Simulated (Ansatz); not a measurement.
# BaCaH2Br2: complex band structure, part 2 of 2

Aim: relax a made-up compound, BaCaH2Br2, and see how good a tunnel barrier it would be. It is built by putting Ba for part of the Ca in the CaHBr structure of space group P4/nmm, with the volume rescaled by atomic radii. The parent structure comes from the Materials Project.

Ansatz 0.2.0; PBEsol DFT, plane waves, PAW files (the session's first sound run).

So far. Step 2 (Relaxing the new crystal): The largest force component on a free atom ends at 0.0035 eV/Å.

The structure was built from a prototype and need not be the compound's stable phase.

### 3. The bulk crystal and its band edges

The energy window and the wavevectors of the next steps follow from the band edges, so these are searched first, off the mesh as well.

Contents of input.yaml:

```yaml
crystal:
  lattice:
    - [4.2112369618, 0.0, 0.0]
    - [0.0, 4.2112369618, 0.0]
    - [0.0, 0.0, 7.1645106265]
  atoms:
    - { symbol: Ba, position: [0.0, 0.5, 0.1903692132] }
    - { symbol: Ca, position: [0.5, 0.0, 0.8122702719] }
    - { symbol: H, position: [0.5, 0.5, -0.0180738163] }
    - { symbol: H, position: [0.0, 0.0, -0.0180738163] }
    - { symbol: Br, position: [0.0, 0.5, 0.6667406358] }
    - { symbol: Br, position: [0.5, 0.0, 0.3667675117] }
kpoints:
  mp_grid: { grid: [6, 6, 4] }
  band_path: { path: [VBM, CBM], npoints: 30 }
scf:
  occupations: { method: fixed }
hamiltonian:
  xc: pbesol
output:
  eigenvalues: true
  write_potential: true
  write_density: true
  volumetric_format: npy
```

Run with:

```sh
$ ansatz run input.yaml --threads 2 --pin off --max-ram 4096MiB --backend cpu --events-out ev --progress --plain --runs-dir out
```

Numbers of over 12 decimals in the logs are rounded to 6 here.

Output:

```text
[...]
Crystal: 6 atoms, lattice volume = 127.059 Å³
Basis set: ecut = 420 eV, 2451 PW (Γ)
Bands: 24, of which v1, the nominal top of the filled ones, is band 18 counted from 1 (17 counted from 0)
Symmetry: 8 space group operations
[...]
k-points: 30 of 144 (time reversal used)
[...]
SCF iter   1: F=—  HF=-13168.833724 eV  |F-HF|=—  |Δ(HF+E_count)|=         —  Δρ=4.96e-3  dr2=3.15e-2  ethr=1.77e-3  ⟨swp⟩=6.0  Hψ=3197  notcnv=0  defer=105
[...]
SCF iter   6: F=-13168.825464 eV  HF=-13168.825464 eV  |F-HF|=1.78e-8  |Δ(HF+E_count)|=   2.89e-7  Δρ=3.38e-6  dr2=1.60e-8  ethr=2.78e-10  ⟨swp⟩=13.0  Hψ=4480  notcnv=0
SCF 1 converged in 6 iterations: F = -13168.825464 eV  dr2 = 1.60e-8
[...]
NSCF: frozen V_eff on 40 k-points
[...]
SCF converged after 6 iterations
Free energy (F): -13168.825464 eV
[...]
Internal energy: -13168.825464 eV  (E = F + TS)
E sigma→0 (E₀):  -13168.825464 eV
Fermi energy:    5.485424 eV
[...]
--- Band table (eV; the first three rows and the last of 30) ---
  k-point 0: bands = [... 14 lower, 4.2288, 4.2288, 4.3530, 4.7014, 8.9440, 9.5037, 10.0563, 10.0563, ... 2 higher]
  k-point 1: bands = [... 14 lower, 4.2547, 4.2547, 4.7137, 5.0293, 8.7023, 9.5175, 10.0764, 10.0764, ... 2 higher]
  k-point 2: bands = [... 14 lower, 4.2793, 4.2793, 4.7264, 5.4854, 8.5218, 9.3318, 10.0995, 10.0995, ... 2 higher]
  k-point 29: bands = [... 14 lower, 3.7248, 3.7248, 4.7506, 4.7506, 9.5159, 10.7700, 11.2015, 11.4313, ... 2 higher]
```

It took 15 s on 2 threads of Arm Neoverse V2, shared host; peak memory 0.36 GiB; 29 s of CPU time.

Numbers from this step:

```
free energy         : -13168.8255 eV
Fermi energy        : 5.485 eV
gap on the k-mesh   : 2.965 eV
gap on path         : 2.965 eV, by band count; negative where bands overlap
direct gap on path  : 3.036 eV
edge places on path : 0, 1.143 1/A along the path
```

Electronic bands along the path, in eV, zero at the Fermi level (highest filled level under fixed occupations); v1 is the highest filled band, c1 the lowest empty one:

```tsv
point	v4	v3	v2	v1	c1	c2	c3	c4
VBM	-1.21	-1.21	-0.76	0.00	3.04	3.85	4.61	4.61
CBM	-2.14	-1.88	-0.56	-0.56	2.96	4.24	5.84	6.08
```

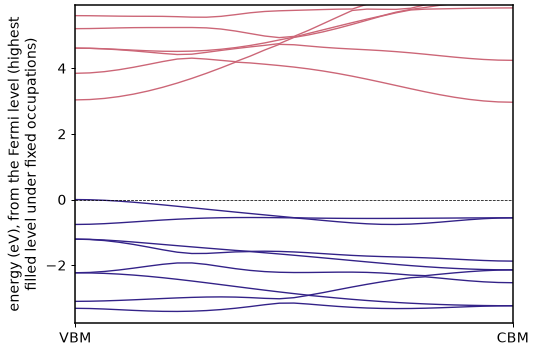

Electronic bands along the path; lines of filled and empty bands in two colours.

The searched edges give 2.96 eV, as on the mesh.

### 4. Decaying states in the gap

This step: PBEsol DFT, plane waves, PAW files; complex bands by layer matching along the plane's normal (Ansatz 0.2.0).

The same crystal is laid in a cell whose first two vectors span the (001) plane (indices of the standard conventional cell, whose axes can be ordered otherwise than in the bulk input). At fixed energy and wavevector in the plane the solver finds all kz, real and complex. A few wavevectors are listed, (0, 0), (-0.5, -0.5) and (0.5, 0) in units of the plane's reciprocal vectors; the slowest state needn't be among them.

Contents of input.yaml:

```yaml
crystal:
  lattice:
    - [4.211236962, 0.0, 0.0]
    - [0.0, 4.211236962, 0.0]
    - [0.0, 0.0, 7.164510626]
  atoms:
    - { symbol: Ba, position: [0.0, 0.5, 0.1903692132] }
    - { symbol: Ca, position: [0.5, 0.0, 0.8122702719] }
    - { symbol: H, position: [0.5, 0.5, 0.9819261837] }
    - { symbol: H, position: [0.0, 0.0, 0.9819261837] }
    - { symbol: Br, position: [0.0, 0.5, 0.6667406358] }
    - { symbol: Br, position: [0.5, 0.0, 0.3667675117] }
kpoints:
  mp_grid: { grid: [6, 6, 4] }
scf:
  occupations: { method: fixed }
hamiltonian:
  xc: pbesol
output:
  eigenvalues: true
  transmission:
    leads: [[0, 0]]
    kpoints: [[0.0, 0.0], [-0.5, -0.5], [0.5, 0.0]]
    e_range: [-1.0, 3.96]
    de: 0.08
```

Output:

```text
[...]
Crystal: 6 atoms, lattice volume = 127.059 Å³
Basis set: ecut = 420 eV, 2451 PW (Γ)
Bands: 24, of which v1, the nominal top of the filled ones, is band 18 counted from 1 (17 counted from 0)
Symmetry: 8 space group operations
[...]
k-points: 30 of 144 (time reversal used)
[...]
SCF iter   1: F=—  HF=-13168.833725 eV  |F-HF|=—  |Δ(HF+E_count)|=         —  Δρ=4.96e-3  dr2=3.15e-2  ethr=1.77e-3  ⟨swp⟩=6.0  Hψ=3197  notcnv=0  defer=105
[...]
SCF iter   6: F=-13168.825464 eV  HF=-13168.825464 eV  |F-HF|=1.78e-8  |Δ(HF+E_count)|=   2.89e-7  Δρ=3.38e-6  dr2=1.60e-8  ethr=2.78e-10  ⟨swp⟩=13.0  Hψ=4496  notcnv=0
SCF 1 converged in 6 iterations: F = -13168.825464 eV  dr2 = 1.60e-8
[...]
transmission: 13 of 39 steps passed
transmission: 26 of 39 steps passed
transmission: 39 of 39 steps passed
SCF converged after 6 iterations
Free energy (F): -13168.825464 eV
[...]
Internal energy: -13168.825464 eV  (E = F + TS)
E sigma→0 (E₀):  -13168.825464 eV
Fermi energy:    5.485424 eV
[...]
--- Band table (eV; the first three rows and the last of 30) ---
  k-point 0: bands = [... 14 lower, 4.2288, 4.2288, 4.3530, 4.7014, 8.9440, 9.5037, 10.0563, 10.0563, ... 2 higher]
  k-point 1: bands = [... 14 lower, 4.2547, 4.2547, 4.7137, 5.0293, 8.7023, 9.5175, 10.0764, 10.0764, ... 2 higher]
  k-point 2: bands = [... 14 lower, 4.2793, 4.2793, 4.7264, 5.4854, 8.5218, 9.3318, 10.0995, 10.0995, ... 2 higher]
  k-point 29: bands = [... 14 lower, 3.7248, 3.7248, 4.7506, 4.7506, 9.5159, 10.7700, 11.2015, 11.4313, ... 2 higher]
--- Transmission ---
  basis      : 149 plane waves across, 13 finite elements along
  points     : 3, as listed
  energies   : 63 from -1.000000 to 3.960000 eV about the Fermi level, 0.080000 eV apart; the leads are filled to 1.482460 eV, and channels, transmission and decay are at 1.480000 eV
  crystal 0  : Br2Ca1H2Ba1, at the sites [0, 0], period 7.1645 Å: whole cells are its period
    offset         : up to 0.0000 Å between an atom of the period and one for which it stands
    channels       : 0.000000e0 a spin
    conductance    : none, the energies end too early or step too widely for 300 K: set another output.transmission.e_range or a lower de, or, where they end at an eighth of basis.ecutwfc, a higher one
    slowest decay  : 0.2918 /Å at (0.0000, 0.0000)
```

Run time: 34 s. Hardware: 2 threads; peak memory 0.54 GiB; 52 s of CPU time.

Numbers from this step:

```
level to which the leads are filled                       : 1.482 eV from the Fermi level
decay constant at the filling level, zone centre          : 0.2918 Å⁻¹
decay constant at the filling level, slowest listed point : 0.2918 Å⁻¹
```

K parallel (0, 0); values up to 1.5 1/Å, a degenerate pair printed once or twice; energies at which all values exceed this have no row. Im kz of the slowest decaying states against energy, zero at the highest filled level on the SCF mesh:

```tsv
energy (eV)	decay 1 (Å⁻¹)	decay 2 (Å⁻¹)	decay 3 (Å⁻¹)	decay 4 (Å⁻¹)
-1.000	0.434	0.521	0.527	1.04
-0.520	0.487	0.514	0.648	0.958
-0.040	0.502	0.577	0.821	1.17
0.520	0.203	0.483	0.582	0.820
1.000	0.261	0.462	0.556	0.809
1.480	0.292	0.438	0.509	0.789
1.960	0.304	0.410	0.443	0.763
2.520	0.296	0.325	0.369	0.724
3.000	0.0927	0.268	0.324	0.683
3.480	0.0525	0.202	0.261	0.630
```

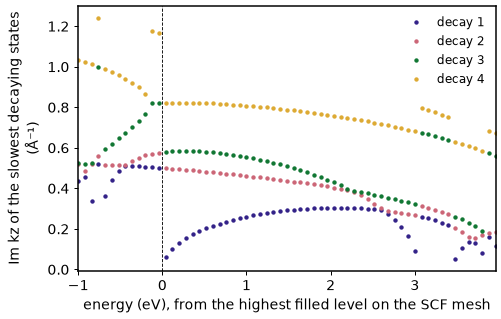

Im kz of the slowest decaying states, plotted against energy.

K parallel (-0.5, -0.5); values up to 1.5 1/Å, a degenerate pair printed once or twice; energies at which all values exceed this have no row. Table of Im kz of the slowest decaying states by energy, zero at the highest filled level on the SCF mesh:

```tsv
energy (eV)	decay 1 (Å⁻¹)	decay 2 (Å⁻¹)	decay 3 (Å⁻¹)	decay 4 (Å⁻¹)
-1.000	0.216	0.303	0.443	1.13
-0.520	0.140	0.335	0.445	1.06
-0.040	0.352	0.436	0.475	0.977
0.520	0.358	0.414	0.677	0.852
1.000	0.354	0.386	0.754	0.798
1.480	0.345	0.348	0.697	0.858
1.960	0.296	0.328	0.660	0.881
2.520	0.206	0.300	0.627	0.883
3.000	0.267	0.600	0.871	1.20
3.480	0.219	0.571	0.849	1.14
```

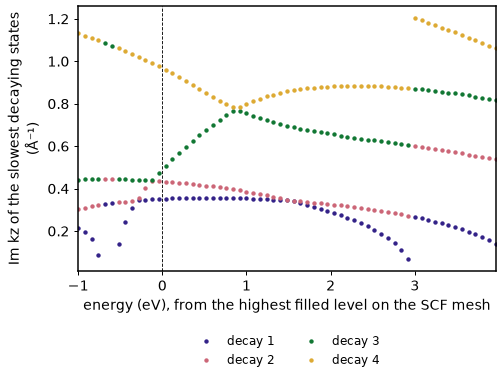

Im kz of the slowest decaying states, plotted against energy.

K parallel (0.5, 0); values up to 1.5 1/Å, a degenerate pair printed once or twice; energies at which all values exceed this have no row. The Im kz of the slowest decaying states by energy, zero at the highest filled level on the SCF mesh:

```tsv
energy (eV)	decay 1 (Å⁻¹)	decay 2 (Å⁻¹)	decay 3 (Å⁻¹)	decay 4 (Å⁻¹)
-1.000	0.284	0.293	0.486	0.640
-0.520	0.0635	0.490	0.672	0.814
-0.040	0.217	0.345	0.508	0.681
0.520	0.314	0.409	0.523	0.674
1.000	0.337	0.426	0.528	0.658
1.480	0.339	0.425	0.526	0.635
1.960	0.329	0.411	0.518	0.604
2.520	0.303	0.381	0.501	0.558
3.000	0.269	0.341	0.478	0.508
3.480	0.215	0.282	0.445	0.446
```

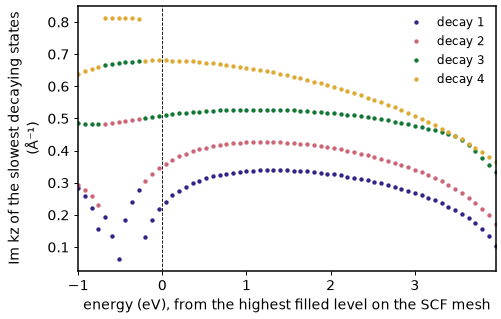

Im kz of the slowest decaying states against energy.

At the listed wavevectors the last open channel is at -0.04 eV and the next at +3.00 eV on the grid. At +1.48 eV, the grid energy nearest the filling level (the middle of the gap on the SCF mesh), the slowest state at the listed wavevectors decays with κ = 0.292 Å⁻¹, its amplitude falling by e over 3.4 Å. Through 1 nm of this crystal that state's transmission falls by exp(−2 × 0.292 Å⁻¹ × 10 Å) = 0.0029.

### 5. Band edges at another level

This step: LDA DFT, plane waves, PAW files (Ansatz 0.2.0).

The edges again with LDA, at the same atoms.

Contents of input.yaml:

```yaml
crystal:
  lattice:
    - [4.2112369618, 0.0, 0.0]
    - [0.0, 4.2112369618, 0.0]
    - [0.0, 0.0, 7.1645106265]
  atoms:
    - { symbol: Ba, position: [0.0, 0.5, 0.1903692132] }
    - { symbol: Ca, position: [0.5, 0.0, 0.8122702719] }
    - { symbol: H, position: [0.5, 0.5, -0.0180738163] }
    - { symbol: H, position: [0.0, 0.0, -0.0180738163] }
    - { symbol: Br, position: [0.0, 0.5, 0.6667406358] }
    - { symbol: Br, position: [0.5, 0.0, 0.3667675117] }
kpoints:
  mp_grid: { grid: [6, 6, 4] }
  band_path: { path: [VBM, CBM], npoints: 30 }
scf:
  occupations: { method: fixed }
hamiltonian:
  xc: lda
output:
  eigenvalues: true
```

Output:

```text
[...]
Crystal: 6 atoms, lattice volume = 127.059 Å³
Basis set: ecut = 420 eV, 2451 PW (Γ)
Bands: 24, of which v1, the nominal top of the filled ones, is band 18 counted from 1 (17 counted from 0)
Symmetry: 8 space group operations
[...]
k-points: 30 of 144 (time reversal used)
[...]
SCF iter   1: F=—  HF=-12979.590885 eV  |F-HF|=—  |Δ(HF+E_count)|=         —  Δρ=7.60e-3  dr2=6.21e-2  ethr=1.77e-3  ⟨swp⟩=6.1  Hψ=3200  notcnv=0  defer=106
[...]
SCF iter   6: F=-12979.570472 eV  HF=-12979.570472 eV  |F-HF|=1.51e-9  |Δ(HF+E_count)|=   1.59e-7  Δρ=4.46e-6  dr2=2.60e-8  ethr=2.78e-10  ⟨swp⟩=12.7  Hψ=4524  notcnv=0
SCF 1 converged in 6 iterations: F = -12979.570472 eV  dr2 = 2.60e-8
[...]
SCF converged after 6 iterations
Free energy (F): -12979.570472 eV
[...]
Internal energy: -12979.570472 eV  (E = F + TS)
E sigma→0 (E₀):  -12979.570472 eV
Fermi energy:    5.338532 eV
[...]
--- Band table (eV; the first three rows and the last of 30) ---
  k-point 0: bands = [... 14 lower, 4.0730, 4.0730, 4.1830, 4.5519, 8.7155, 9.2615, 9.8200, 9.8200, ... 2 higher]
  k-point 1: bands = [... 14 lower, 4.0990, 4.0990, 4.5649, 4.8712, 8.4750, 9.2645, 9.8373, 9.8373, ... 2 higher]
  k-point 2: bands = [... 14 lower, 4.1239, 4.1239, 4.5783, 5.3385, 8.2945, 9.0613, 9.8576, 9.8576, ... 2 higher]
  k-point 29: bands = [... 14 lower, 3.5674, 3.5674, 4.6063, 4.6063, 9.3003, 10.5036, 10.9129, 11.1472, ... 2 higher]
```

Elapsed: 15 s, on 2 threads; peak memory 0.36 GiB.

This step gave:

```
free energy        : -12979.5705 eV
Fermi energy       : 5.339 eV
gap on the k-mesh  : 2.863 eV
gap on path        : 2.863 eV, by band count; negative where bands overlap
direct gap on path : 2.956 eV
```

The electronic bands at the labelled points (eV, zero at the Fermi level (highest filled level under fixed occupations); v1 is the highest filled band, c1 the lowest empty one):

```tsv
point	v4	v3	v2	v1	c1	c2	c3	c4
VBM	-1.21	-1.21	-0.76	0.00	2.96	3.72	4.52	4.52
CBM	-2.15	-1.89	-0.55	-0.55	2.86	4.14	5.70	5.95
```

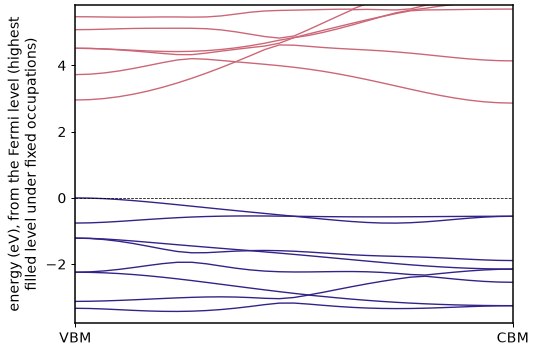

Electronic bands along the path; lines of filled and empty bands in two colours.

The searched edges give 2.86 eV, as on the mesh.

For the gap on path, step 3 gave 2.96 eV; this run, with LDA, gives 2.86 eV.

### 6. Complex bands at another level

This step: LDA DFT, plane waves, PAW files; complex bands by layer matching along the plane's normal (Ansatz 0.2.0).

The complex bands at that level, over its own gap, at (0, 0) and (-0.5, -0.5).

Contents of input.yaml:

```yaml
crystal:
  lattice:
    - [4.211236962, 0.0, 0.0]
    - [0.0, 4.211236962, 0.0]
    - [0.0, 0.0, 7.164510626]
  atoms:
    - { symbol: Ba, position: [0.0, 0.5, 0.1903692132] }
    - { symbol: Ca, position: [0.5, 0.0, 0.8122702719] }
    - { symbol: H, position: [0.5, 0.5, 0.9819261837] }
    - { symbol: H, position: [0.0, 0.0, 0.9819261837] }
    - { symbol: Br, position: [0.0, 0.5, 0.6667406358] }
    - { symbol: Br, position: [0.5, 0.0, 0.3667675117] }
kpoints:
  mp_grid: { grid: [6, 6, 4] }
scf:
  occupations: { method: fixed }
hamiltonian:
  xc: lda
output:
  eigenvalues: true
  transmission:
    leads: [[0, 0]]
    kpoints: [[0.0, 0.0], [-0.5, -0.5]]
    e_range: [-1.0, 3.86]
    de: 0.08
```

Output:

```text
[...]
Crystal: 6 atoms, lattice volume = 127.059 Å³
Basis set: ecut = 420 eV, 2451 PW (Γ)
Bands: 24, of which v1, the nominal top of the filled ones, is band 18 counted from 1 (17 counted from 0)
Symmetry: 8 space group operations
[...]
k-points: 30 of 144 (time reversal used)
[...]
SCF iter   1: F=—  HF=-12979.590886 eV  |F-HF|=—  |Δ(HF+E_count)|=         —  Δρ=7.60e-3  dr2=6.21e-2  ethr=1.77e-3  ⟨swp⟩=6.1  Hψ=3200  notcnv=0  defer=106
[...]
SCF iter   6: F=-12979.570472 eV  HF=-12979.570472 eV  |F-HF|=1.47e-9  |Δ(HF+E_count)|=   1.60e-7  Δρ=4.46e-6  dr2=2.60e-8  ethr=2.78e-10  ⟨swp⟩=12.8  Hψ=4514  notcnv=0
SCF 1 converged in 6 iterations: F = -12979.570472 eV  dr2 = 2.60e-8
[...]
transmission: 13 of 26 steps passed
transmission: 26 of 26 steps passed
SCF converged after 6 iterations
Free energy (F): -12979.570472 eV
[...]
Internal energy: -12979.570472 eV  (E = F + TS)
E sigma→0 (E₀):  -12979.570472 eV
Fermi energy:    5.338532 eV
[...]
--- Band table (eV; the first three rows and the last of 30) ---
  k-point 0: bands = [... 14 lower, 4.0730, 4.0730, 4.1830, 4.5519, 8.7155, 9.2615, 9.8200, 9.8200, ... 2 higher]
  k-point 1: bands = [... 14 lower, 4.0990, 4.0990, 4.5649, 4.8712, 8.4750, 9.2645, 9.8373, 9.8373, ... 2 higher]
  k-point 2: bands = [... 14 lower, 4.1239, 4.1239, 4.5783, 5.3385, 8.2945, 9.0613, 9.8576, 9.8576, ... 2 higher]
  k-point 29: bands = [... 14 lower, 3.5674, 3.5674, 4.6063, 4.6063, 9.3003, 10.5036, 10.9129, 11.1472, ... 2 higher]
--- Transmission ---
  basis      : 149 plane waves across, 13 finite elements along
  points     : 2, as listed
[...]
channels       : 0.000000e0 a spin
[...]
slowest decay  : 0.2813 /Å at (0.0000, 0.0000)
```

Wall time 23 s (2 threads); peak memory 0.53 GiB.

Numbers from this step:

* level to which the leads are filled: 1.432 eV from the Fermi level
* decay constant at the filling level, zone centre: 0.2813 Å⁻¹
* decay constant at the filling level, slowest listed point: 0.2813 Å⁻¹

K parallel (0, 0); values up to 1.5 1/Å, a degenerate pair printed once or twice; energies at which all values exceed this have no row. The Im kz of the slowest decaying states by energy, zero at the highest filled level on the SCF mesh:

```tsv
energy (eV)	decay 1 (Å⁻¹)	decay 2 (Å⁻¹)	decay 3 (Å⁻¹)	decay 4 (Å⁻¹)
-1.000	0.439	0.515	0.519	1.03
-0.520	0.480	0.508	0.650	0.949
-0.040	0.495	0.569	0.817	1.16
0.520	0.199	0.476	0.573	0.815
1.000	0.256	0.456	0.545	0.803
1.480	0.285	0.431	0.497	0.783
1.960	0.295	0.402	0.428	0.756
2.520	0.284	0.301	0.359	0.717
3.000	0.249	0.312	0.673	0.795
3.480	0.109	0.168	0.244	0.619
```

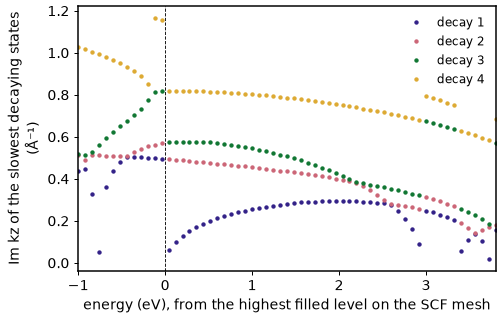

Im kz of the slowest decaying states, plotted against energy.

K parallel (-0.5, -0.5); values up to 1.5 1/Å, a degenerate pair printed once or twice; energies at which all values exceed this have no row. The Im kz of the slowest decaying states by energy, zero at the highest filled level on the SCF mesh:

```tsv
energy (eV)	decay 1 (Å⁻¹)	decay 2 (Å⁻¹)	decay 3 (Å⁻¹)	decay 4 (Å⁻¹)
-1.000	0.218	0.302	0.436	1.12
-0.520	0.136	0.333	0.438	1.05
-0.040	0.349	0.428	0.472	0.970
0.520	0.354	0.405	0.672	0.847
1.000	0.350	0.376	0.752	0.790
1.480	0.335	0.340	0.695	0.848
1.960	0.281	0.323	0.659	0.871
2.520	0.180	0.293	0.625	0.872
3.000	0.257	0.598	0.859	1.19
3.480	0.205	0.568	0.835	1.12
```

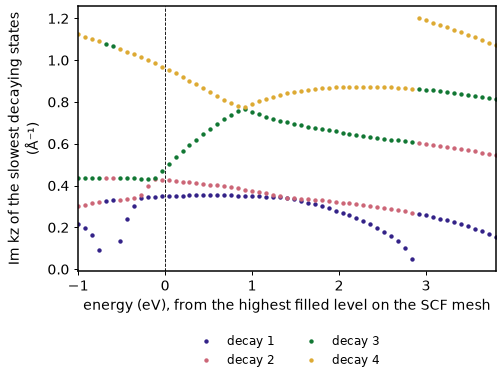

Im kz of the slowest decaying states, plotted against energy.

At the listed wavevectors the last open channel is at -0.04 eV and the next at +2.92 eV on the grid. At +1.40 eV, the grid energy nearest the filling level (the middle of the gap on the SCF mesh), the slowest state at the listed wavevectors decays with κ = 0.281 Å⁻¹, its amplitude falling by e over 3.6 Å; the first such run, plane (001), gave 0.292 Å⁻¹ over as many of its listed wavevectors.

### 7. What came out

| Item | Value |
| --- | --- |
| band gap | 2.96 eV |
| least decay constant at mid-gap, normal to (001) | 0.292 Å⁻¹ |
| least decay constant, LDA | 0.281 Å⁻¹ |

**Reading.** With PBEsol, the slowest decay at the wavevectors tried is κ = 0.292 Å⁻¹, normal to (001). Through such a film the transmission near mid-gap falls as exp(−2κd), a factor of ten every 3.9 Å. A free electron under a barrier of half the gap would need a mass of 0.22 mₑ to decay at this rate. With LDA the gap goes from 2.96 to 2.86 eV and the decay constant, over the first 2 listed wavevectors, from 0.292 to 0.281 Å⁻¹. The compound is made up by substitution; its stability against other phases and against distortions of the cell's symmetry was not tested. A semilocal functional narrows gaps, so real decay constants are likely larger.

[Logs are printed without paths, hosts, clocks, repeated set-up lines and the standing remarks that a program may print on its own settings, such as how far it seeks lower states.]

[Hosts, paths, dates, database ids (printed as entryN), source tags and the programs' standing remarks are cut or masked in the printed files.]

[New means built here by substitution; the compound itself may be known and measured.]
